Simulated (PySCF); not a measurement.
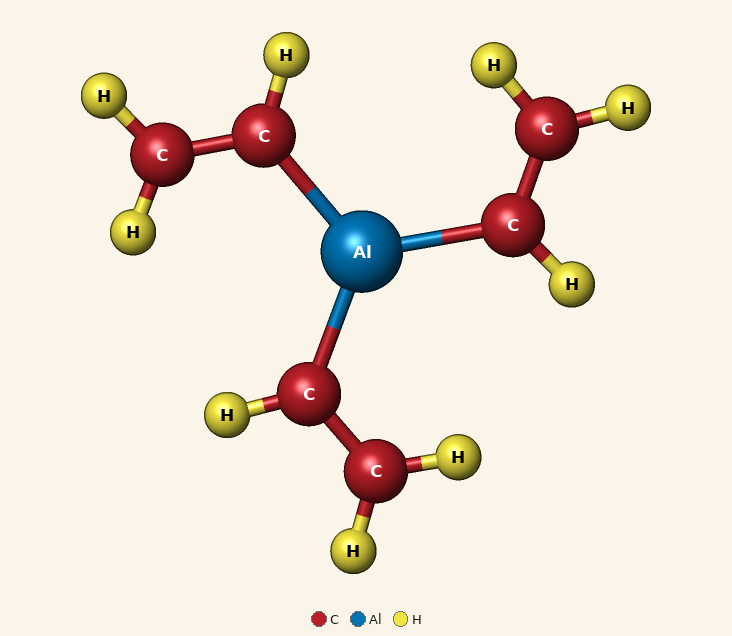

Computed geometry: GFN2-xTB optimisation. No frequency run is at hand to confirm it as a minimum. Method: PBE0/pcSseg-1, gas phase (PySCF 2.14.0).

What does the calculation give?

The species is C₆H₉Al (`C=[CH][Al]([CH]=C)[CH]=C`).
- HOMO energy (Kohn–Sham orbital): −7.81 eV
- LUMO energy (Kohn–Sham orbital): −1.53 eV
- HOMO–LUMO gap: 6.28 eV

The geometry is semi-empirical. Around Al such bond lengths and angles can be off by a tenth of an ångström or more and by several degrees, and values that hang on the shape move with them.
